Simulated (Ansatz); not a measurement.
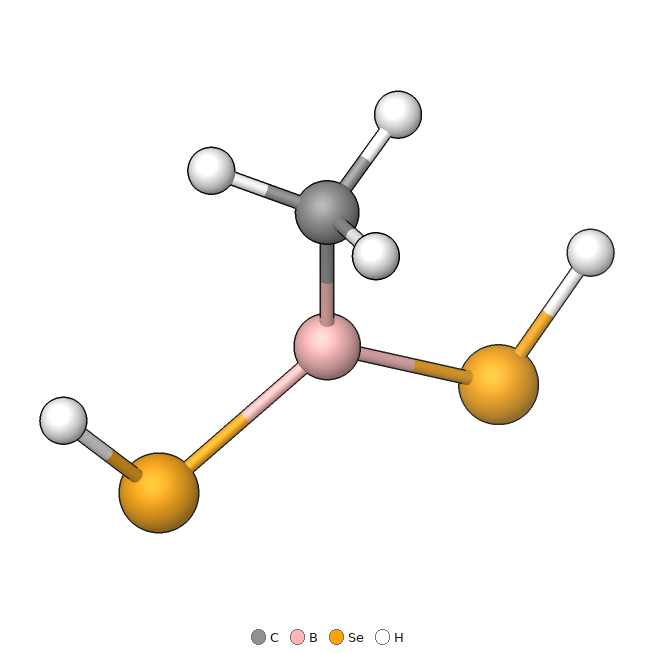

The picture shows a molecular structure as a ball-and-stick model.

Identify the structure.

Formula CH5BSe2. SMILES: `CB([SeH])[SeH]`. It has no ring. Coordination: 1 C tetrahedral; 1 B trigonal planar; 2 Se bent.

More results for the same structure follow; atom numbers are the same in all pictures, views and colours differ. The geometry was computed by an optimisation with PBE0-D4/def2-TZVP.

### Geometry

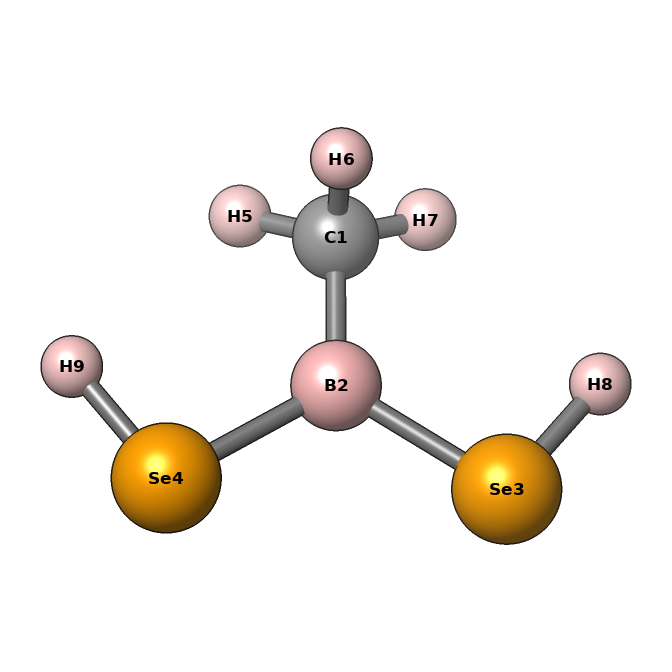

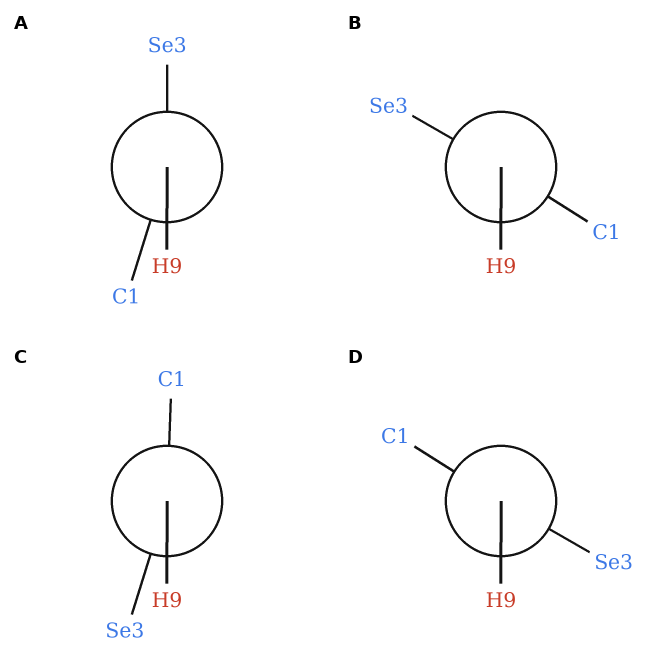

Atoms fade into the background with distance from the viewer. Bonds that would overlap in a projection are set slightly apart.

> Which Newman projection shows the view along Se4–B2, with Se4 in front?

A. The torsion angle H9–Se4–B2–Se3 is 180°, antiperiplanar (anti).

### Dipole moment

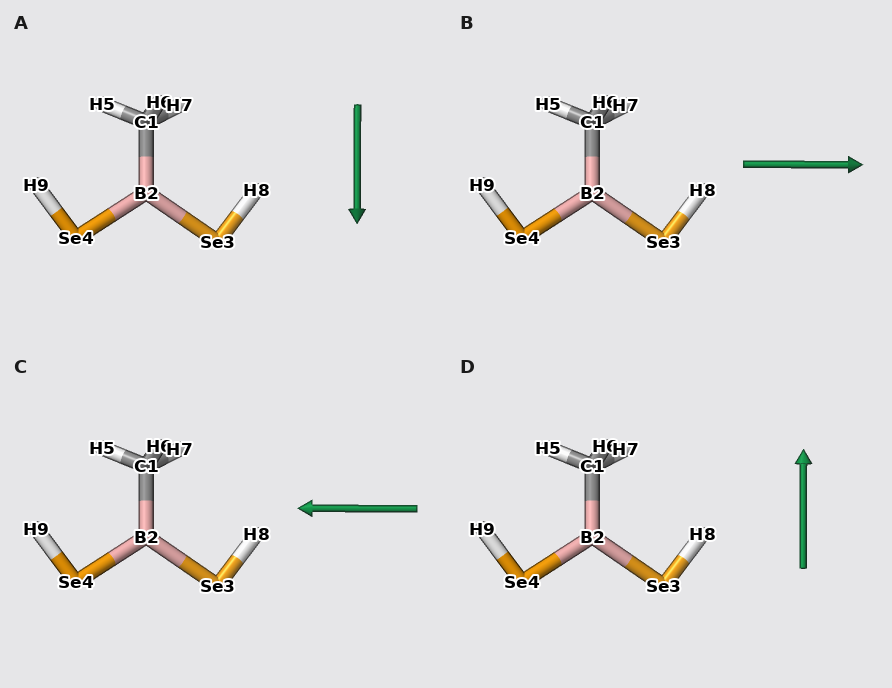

The same molecule four times, each with an arrow. Method: RKS PBE0-D4/def2-TZVP (Ansatz 0.2.0).

> Which arrow points along the dipole moment, from the negative to the positive end?

D. The dipole moment is 1.87 D; it points from the side of Se3, Se4 to the side of H5, H6, H7 (the outermost atoms at the two ends).

### Vibrations

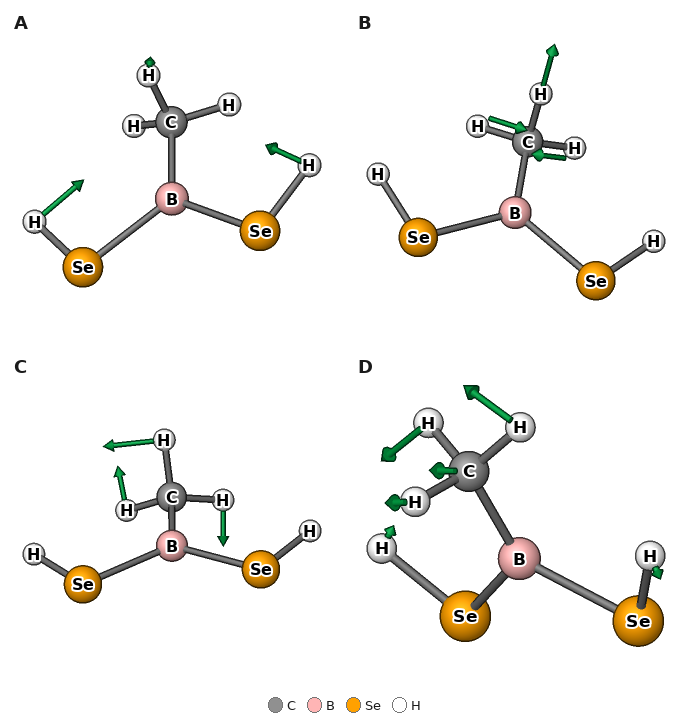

4 normal modes of one molecule or complex, as arrows. Harmonic vibrations computed with RKS PBE0-D4/def2-TZVP (Ansatz 0.2.0) at a stationary point of the same level.

> Match the panels to the wavenumbers 241 cm⁻¹, 761 cm⁻¹, 1442 cm⁻¹, 3106 cm⁻¹.

A: 761 cm⁻¹, B–Se–H bending
B: 3106 cm⁻¹, out-of-phase stretching of 3 C–H bonds
C: 1442 cm⁻¹, H–C–H bending
D: 241 cm⁻¹

### Charges

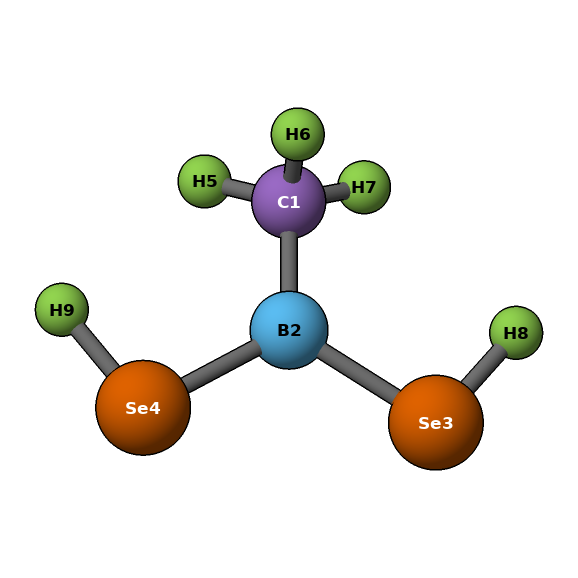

The questions are on Mulliken charges. Properties computed with RKS PBE0-D4/def2-TZVP (Ansatz 0.2.0).

Give the Mulliken charges atom by atom.

| atom | value (e) |
| --- | --- |
| C1 | −0.42 |
| B2 | 0.01 |
| Se3 | −0.12 |
| Se4 | −0.12 |
| H5 | 0.14 |
| H6 | 0.16 |
| H7 | 0.13 |
| H8 | 0.11 |
| H9 | 0.11 |

Mulliken values depend strongly on the basis set and can even reverse the polarity of a bond.
